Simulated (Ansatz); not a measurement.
The figure comes from a scan of SnO2 (rutile): a phonon pattern at X = (0.5, 0.0, 0.0) is frozen into a 12-atom cell, Q being the largest atomic displacement. Method: PBE (plane waves to 420 eV, PAW, scalar-relativistic; Ansatz, an electronic-structure program). k mesh 4×7×10 (Γ-centred), Fermi-Dirac smearing 0.05 eV. The energy includes the smearing's −TS. SnO2 was relaxed with its symmetry unable to fall. The zero of ΔE is the undisplaced structure.

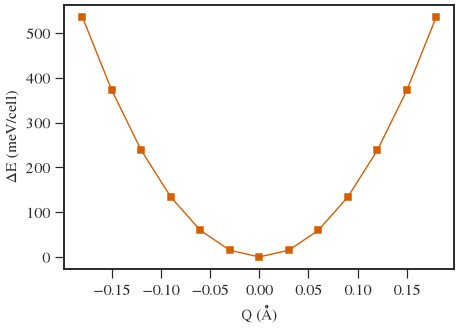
Figure: ΔE (meV/cell) against Q (Å); one marker a computed point.

Problem. Read the plotted values off the figure, to the accuracy that the plot allows.

Solution. To the nearest 10:

```tsv
Q (Å)	ΔE (meV/cell)
-0.180	540
-0.150	370
-0.120	240
-0.090	130
-0.060	60
-0.030	10
0.000	0
0.030	10
0.060	60
0.090	130
0.120	240
0.150	370
0.180	540
```

(A displaced cell: forces are minus the slopes of the energy, force constants its curvatures, and phonons follow from these.)
